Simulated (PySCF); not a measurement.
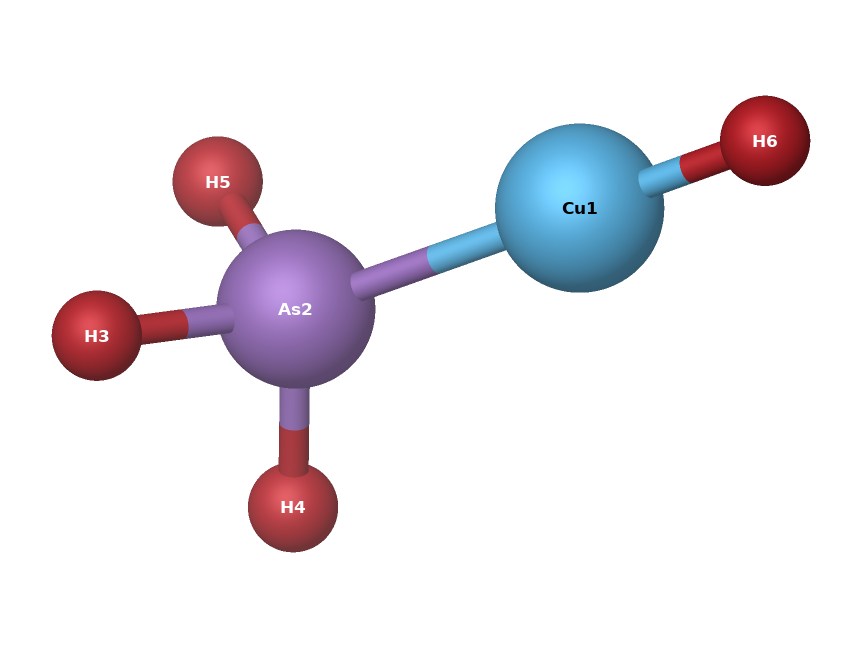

Charge 0, singlet. The geometry was computed by an optimisation with PBE0-D3(BJ)/def2-SVP. No frequency run is at hand to confirm it as a minimum. Electric field gradients from the ground-state density, PBE0/pcSseg-1 (pcSseg-2 on Cu) (PySCF 2.14.0), non-relativistic apart from any core potentials.

Give the largest field-gradient component, the quadrupole coupling constant and the asymmetry for 63Cu at Cu1 (Q = −220.1 mb), 75As at As2 (Q = 314 mb), 2H at H3 (Q = 2.86 mb), 2H at H6 (Q = 2.86 mb).

```json
{"atom": "Cu1", "V_zz (a.u.)": "−0.968", "e²qQ/h (MHz)": "50.1", "η": "0.00"}
{"atom": "As2", "V_zz (a.u.)": "−2.240", "e²qQ/h (MHz)": "−165.3", "η": "0.00"}
{"atom": "H3", "V_zz (a.u.)": "0.154", "e²qQ/h (MHz)": "0.104", "η": "0.06"}
{"atom": "H6", "V_zz (a.u.)": "0.113", "e²qQ/h (MHz)": "0.076", "η": "0.00"}
```
